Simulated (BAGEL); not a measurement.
**C2H3ClSi (SMILES ClC1=C[SiH2]1): a chain of runs**

We compute a single-point energy (HF/def2-SVP), then a single-point energy (NEVPT2(2,2)/def2-SVP), then a single-point energy (CASPT2(2,2)/def2-SVP) of C2H3ClSi. 

Program for the calculation: BAGEL 1.2.2.

1 further run of the same task is left out (set aside as unsound or not needed).

### Step 1. The structure to begin with

C2H3ClSi has 7 atoms, charge 0, and is taken as a singlet. SMILES: `ClC1=C[SiH2]1`. The Cl1–C2 distance was set to 2.720 Å, away from the relaxed value. At this shape a bond of the SMILES string is far longer than usual.

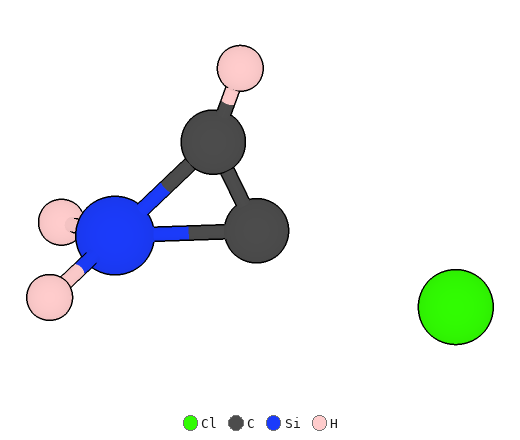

Viewed from a chosen angle; chlorine green, carbon dark grey, silicon blue, hydrogen pink.

### Step 2. The energy at HF/def2-SVP (density fitting with svp-jkfit) (run 1)

calc.json

```json
{ "bagel": [

{
  "title": "molecule",
  "basis": "svp",
  "df_basis": "svp-jkfit",
  "geometry": [
    { "atom": "Cl", "xyz": [    -3.12924851,    -6.00432697,     1.05915748 ] },
    { "atom": "C", "xyz": [    -0.67652195,    -1.54938645,     0.30840330 ] },
    { "atom": "C", "xyz": [     1.58132282,    -0.62360962,     0.88193518 ] },
    { "atom": "Si", "xyz": [    -0.35130009,     1.64708529,    -0.82940080 ] },
    { "atom": "H", "xyz": [     3.26450188,    -1.27329746,     1.84361681 ] },
    { "atom": "H", "xyz": [    -1.58321255,     3.80080615,     0.47016386 ] },
    { "atom": "H", "xyz": [     0.09032891,     2.20379861,    -3.53870114 ] }
  ]
},

{ "title": "hf", "charge": 0 },

{ "title": "print", "file": "orbitals.molden", "orbitals": true }

]}
```

Run with:

```sh
BAGEL_NUM_THREADS=1 BAGEL calc.json > calc.out
```

Standard output:

```text
* using 1 threads per process

  ===============================================================
  ===============================================================

  *** Geometry ***

  { "atom" : "Cl", "xyz" : [     -3.129249,     -6.004327,      1.059157 ] },
  { "atom" : "C", "xyz" : [     -0.676522,     -1.549386,      0.308403 ] },
  { "atom" : "C", "xyz" : [      1.581323,     -0.623610,      0.881935 ] },
  { "atom" : "Si", "xyz" : [     -0.351300,      1.647085,     -0.829401 ] },
  { "atom" : "H", "xyz" : [      3.264502,     -1.273297,      1.843617 ] },
  { "atom" : "H", "xyz" : [     -1.583213,      3.800806,      0.470164 ] },
  { "atom" : "H", "xyz" : [      0.090329,      2.203799,     -3.538701 ] },

  Number of auxiliary basis functions:      460

  Since a DF basis is specified, we compute 2- and 3-index integrals:
    o Being stored without compression. Storage requirement is 0.023 GB

  Number of basis functions:       79
  Number of electrons      :       46

    * METHOD: MOLECULE                             0.19

  *** RHF ***

  === Nuclear Repulsion ===
   153.4307775116

      * DIIS with orbital gradients will be used.

  === RHF iteration (svp) ===
      0       -825.26146728          0.01192554           0.06
      1       -825.37257166          0.00649366           0.06
      2       -825.40654877          0.00194273           0.05
      3       -825.41106704          0.00100379           0.06
      4       -825.41211989          0.00038664           0.06
      5       -825.41242358          0.00017224           0.05
      6       -825.41245089          0.00010460           0.05
      7       -825.41246198          0.00002685           0.05
      8       -825.41246320          0.00000844           0.05
      9       -825.41246332          0.00000291           0.05
     10       -825.41246333          0.00000103           0.05
     11       -825.41246334          0.00000054           0.06
     12       -825.41246334          0.00000037           0.06
     13       -825.41246334          0.00000019           0.06
     14       -825.41246334          0.00000008           0.06
     15       -825.41246334          0.00000004           0.06
     16       -825.41246334          0.00000002           0.06
     17       -825.41246334          0.00000001           0.06
    * SCF iteration converged.

    * Permanent dipole moment:
           (   -1.457246,    -2.576633,     0.418128) a.u.

    * METHOD: HF                                   1.15

    * METHOD: PRINT                                0.02

  ===============================================================
```

Wall time 1.5 s (1 thread of Arm Neoverse V1, shared host); peak memory 0.14 GiB.

### Step 3. A single-point energy at NEVPT2(2,2)/def2-SVP (density fitting with svp-jkfit) (run 2)

calc.json

```json
{ "bagel" : [

{
  "title" : "molecule",
  "basis" : "svp",
  "df_basis" : "svp-jkfit",
  "angstrom" : false,
  "geometry" : [
    { "atom" : "Cl", "xyz" : [ -3.12924851, -6.00432697,  1.05915748 ] },
    { "atom" : "C", "xyz" : [ -0.67652195, -1.54938645,  0.30840330 ] },
    { "atom" : "C", "xyz" : [  1.58132282, -0.62360962,  0.88193518 ] },
    { "atom" : "Si", "xyz" : [ -0.35130009,  1.64708529, -0.82940080 ] },
    { "atom" : "H", "xyz" : [  3.26450188, -1.27329746,  1.84361681 ] },
    { "atom" : "H", "xyz" : [ -1.58321255,  3.80080615,  0.47016386 ] },
    { "atom" : "H", "xyz" : [  0.09032891,  2.20379861, -3.53870114 ] }
  ]
},
{ "title" : "hf" },
{ "title" : "nevpt2", "nstate" : 1, "nact" : 2, "nclosed" : 22, "active" : [23, 24], "maxiter" : 200, "natocc" : true, "ncore" : 12 },
{ "title" : "print", "file" : "orbitals.molden", "orbitals" : true }

]}
```

Run with:

```sh
BAGEL_NUM_THREADS=1 BAGEL calc.json > calc.out
```

Standard output:

```text
* using 1 threads per process

  ===============================================================
  ===============================================================

  *** Geometry ***

  { "atom" : "Cl", "xyz" : [     -3.129249,     -6.004327,      1.059157 ] },
  { "atom" : "C", "xyz" : [     -0.676522,     -1.549386,      0.308403 ] },
  { "atom" : "C", "xyz" : [      1.581323,     -0.623610,      0.881935 ] },
  { "atom" : "Si", "xyz" : [     -0.351300,      1.647085,     -0.829401 ] },
  { "atom" : "H", "xyz" : [      3.264502,     -1.273297,      1.843617 ] },
  { "atom" : "H", "xyz" : [     -1.583213,      3.800806,      0.470164 ] },
  { "atom" : "H", "xyz" : [      0.090329,      2.203799,     -3.538701 ] },

  Number of auxiliary basis functions:      460

  Since a DF basis is specified, we compute 2- and 3-index integrals:
    o Being stored without compression. Storage requirement is 0.023 GB

  Number of basis functions:       79
  Number of electrons      :       46

    * METHOD: MOLECULE                             0.19

  *** RHF ***

  === Nuclear Repulsion ===
   153.4307775116

      * DIIS with orbital gradients will be used.

  === RHF iteration (svp) ===
      0       -825.26146728          0.01192554           0.06
      1       -825.37257166          0.00649366           0.05
      2       -825.40654877          0.00194273           0.05
[... 14 lines of this table left out ...]
     17       -825.41246334          0.00000001           0.05
    * SCF iteration converged.

    * Permanent dipole moment:
           (   -1.457246,    -2.576633,     0.418128) a.u.

    * METHOD: HF                                   1.14

    * freezing 12 orbitals
  ---------------------------
      CASSCF calculation
  ---------------------------

    ==== Active orbitals : =====
         Orbital 23
         Orbital 24
    ============================

    * nstate   :      1
    * nclosed  :     22
    * nact     :      2
    * nvirt    :     55
  === CASSCF iteration (svp) ===

    * Using the second-order algorithm

      0  0      -825.43909476     4.67e-03      0.02

      1  0      -825.45760988     2.14e-03      0.32
[... 23 lines of this table left out ...]
     13  0      -825.46223505     4.45e-09      0.24

    * Second-order optimization converged. *

     guess   0:   closed 1.                   open ..

  === FCI iteration ===

      0  0      -825.40087953     7.76e-02      0.00
      1  0      -825.45260136     2.57e-02      0.00
      2  0 *    -825.46223505     4.63e-16      0.00

     * ci vector, state   0, <S^2> = 0.0000
       2.     0.9257144930
       .2    -0.3782230525

  === DF-NEVPT2 calculation ===

    * 3-index integral transformation done
    * assembly done

      NEVPT2 correlation energy:   -0.4594386839      0.13

          (+0)     -0.3456391510
          (+0)'    -0.0244791781
          (+1)     -0.0312699072
          (+1)'    -0.0000000000
          (+2)     -0.0013233140
          (-1)     -0.0550440532
          (-1)'     0.0000000000
          (-2)     -0.0016830805

      NEVPT2 total energy:       -825.9216737346

    * METHOD: NEVPT2                               4.64

    * METHOD: PRINT                                0.02

  ===============================================================
```

It took 6.3 s on 1 thread of Arm Neoverse V1, shared host; peak memory 0.14 GiB.

### Step 4. The energy at CASPT2(2,2)/def2-SVP (density fitting with svp-jkfit) (run 3)

job.json

```json
{ "bagel": [

{
  "title": "molecule",
  "basis": "svp",
  "df_basis": "svp-jkfit",
  "angstrom": "false",
  "geometry": [
    { "atom": "Cl", "xyz": [    -3.12924851,    -6.00432697,     1.05915748 ] },
    { "atom": "C", "xyz": [    -0.67652195,    -1.54938645,     0.30840330 ] },
    { "atom": "C", "xyz": [     1.58132282,    -0.62360962,     0.88193518 ] },
    { "atom": "Si", "xyz": [    -0.35130009,     1.64708529,    -0.82940080 ] },
    { "atom": "H", "xyz": [     3.26450188,    -1.27329746,     1.84361681 ] },
    { "atom": "H", "xyz": [    -1.58321255,     3.80080615,     0.47016386 ] },
    { "atom": "H", "xyz": [     0.09032891,     2.20379861,    -3.53870114 ] }
  ]
},

{ "title": "hf" },

{ "title": "casscf", "nstate": 1, "nact": 2, "nclosed": 22, "active": [23, 24], "maxiter": 200, "natocc": "true" },

{ "title": "print", "file": "orbitals.molden", "orbitals": "true" },

{ "title": "smith", "method": "caspt2", "ms": "true", "xms": "true", "sssr": "true", "shift": 0.2, "shift_imag": "true", "ncore": 12 }

]}
```

Run with:

```sh
BAGEL_NUM_THREADS=1 BAGEL job.json > job.out
```

Standard output:

```text
* using 1 threads per process

  ===============================================================
  ===============================================================

  *** Geometry ***

  { "atom" : "Cl", "xyz" : [     -3.129249,     -6.004327,      1.059157 ] },
  { "atom" : "C", "xyz" : [     -0.676522,     -1.549386,      0.308403 ] },
  { "atom" : "C", "xyz" : [      1.581323,     -0.623610,      0.881935 ] },
  { "atom" : "Si", "xyz" : [     -0.351300,      1.647085,     -0.829401 ] },
  { "atom" : "H", "xyz" : [      3.264502,     -1.273297,      1.843617 ] },
  { "atom" : "H", "xyz" : [     -1.583213,      3.800806,      0.470164 ] },
  { "atom" : "H", "xyz" : [      0.090329,      2.203799,     -3.538701 ] },

  Number of auxiliary basis functions:      460

  Since a DF basis is specified, we compute 2- and 3-index integrals:
    o Being stored without compression. Storage requirement is 0.023 GB

  Number of basis functions:       79
  Number of electrons      :       46

    * METHOD: MOLECULE                             0.19

  *** RHF ***

[... 11 lines left out ...]
    * SCF iteration converged.
[... 1 line left out ...]
    * Permanent dipole moment:
[... 27 lines left out ...]
    * Second-order optimization converged. *
[... 9 lines left out ...]
     * ci vector, state   0, <S^2> = 0.0000
[... 16 lines left out ...]
    * Zeroth order energy : state  0       -0.6264637879

    * CASPT2 iteration is performed using orthogonal basis

      -------------------------------------------  CASPT2 iteration  ---------------------------------------------------
       #      aibj      arbs      arbi      airj      risj      airs      arst      rist         Etot      error   time
      ------------------------------------------------------------------------------------------------------------------

       0  -0.34365  -0.00207  -0.05786  -0.03366  -0.00202  -0.02323  -0.00000  -0.00000   -0.4624899  0.0010905   0.05
       1  -0.34375  -0.00208  -0.05796  -0.03382  -0.00210  -0.02342  -0.00000  -0.00000   -0.4631295  0.0001589   0.04
       2  -0.34376  -0.00208  -0.05796  -0.03383  -0.00210  -0.02342  -0.00000  -0.00000   -0.4631450  0.0000299   0.04
       3  -0.34376  -0.00208  -0.05796  -0.03382  -0.00211  -0.02342  -0.00000  -0.00000   -0.4631455  0.0000046   0.05
       4  -0.34376  -0.00208  -0.05796  -0.03382  -0.00211  -0.02342  -0.00000  -0.00000   -0.4631455  0.0000005   0.05

      ------------------------------------------------------------------------------------------------------------------

    * CASPT2 energy : state  0     -825.9292461250
        w/o shift correction       -825.9253805404
        reference weight              0.8391342416

    * METHOD: SMITH                                0.39

  ===============================================================
```

Run time: 6.3 s. Hardware: 1 thread of Arm Neoverse V1, shared host; peak memory 0.14 GiB.

### Step 5. Results

| quantity | value |
| --- | --- |
| run 1, HF/def2-SVP: total energy | -825.41246 Eh |
| run 1, HF/def2-SVP: dipole moment | 7.60 D |
| run 1, HF/def2-SVP: HOMO energy | -9.50 eV |
| run 1, HF/def2-SVP: LUMO energy | -1.00 eV |
| run 1, HF/def2-SVP: HOMO–LUMO gap | 8.51 eV |
| run 2, NEVPT2(2,2)/def2-SVP: total energy | -825.92167 Eh |
| run 3, CASPT2(2,2)/def2-SVP: total energy | -825.92925 Eh |

One bond (run 1, HF/def2-SVP) is far stretched, which a spin-restricted single reference describes badly; a broken-symmetry solution may lie lower.
